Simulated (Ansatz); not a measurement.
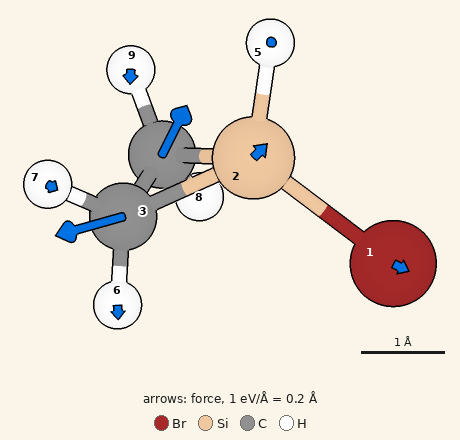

Starting geometry of C2H5BrSi (coarse preliminary run) with the computed forces as blue arrows. The picture is a ball-and-stick view, seen at a tilt.

The start comes from a force field.

Theory: RKS PBE-D4/def2-SVP (Ansatz).

The input:
```yaml
crystal:
  periodic: [false, false, false]
  atoms:
    - {symbol: Br, position_ang: [-1.318800, -0.515200, -2.317900]}
    - {symbol: Si, position_ang: [-0.237300, 0.658800, -0.840600]}
    - {symbol: C, position_ang: [0.932400, -0.293700, 0.131900]}
    - {symbol: C, position_ang: [-0.294300, -0.261800, 0.799300]}
    - {symbol: H, position_ang: [-0.624500, 2.052200, -0.563000]}
    - {symbol: H, position_ang: [1.304400, -1.214300, -0.286800]}
    - {symbol: H, position_ang: [1.794300, 0.273500, 0.607700]}
    - {symbol: H, position_ang: [-0.950400, -1.139600, 0.756800]}
    - {symbol: H, position_ang: [-0.517200, 0.394000, 1.695500]}
basis:
  gaussian: {orbitals: def2-SVP}
hamiltonian: {xc: pbe, dispersion: d4}
relax: {f_tol: 0.03, max_steps: 200}
```

Command:
```bash
ansatz run in.yaml --threads 4 --pin off --events-out ev --progress --plain --max-ram 10444MiB
```

> What follows when this structure is relaxed?

It isn't relaxed: the largest force vector, on C3, is 5.54 eV/Å. The final displacements follow the starting forces only in part (cosine between the two patterns 0.30). The energy falls by 0.713 eV in 5 geometry steps. The largest force component goes from 5.5 to 0.0089 eV/Å. The largest move after the best rigid fit is that of H5, 0.31 Å. Largest moves by element: H 0.31 Å, Br 0.27 Å, Si 0.20 Å, C 0.13 Å. Near-neighbour distances that change, for instance: C3–C4 1.397 → 1.561 Å, Si2–C3 1.795 → 1.863 Å, Br1–Si2 2.175 → 2.231 Å, C3–H7 1.136 → 1.104 Å. Bond angles that change, for instance: C4–Si2–H5 106.9° → 121.8°, Br1–Si2–C4 108.2° → 119.4°, Br1–Si2–H5 120.5° → 111.8°.
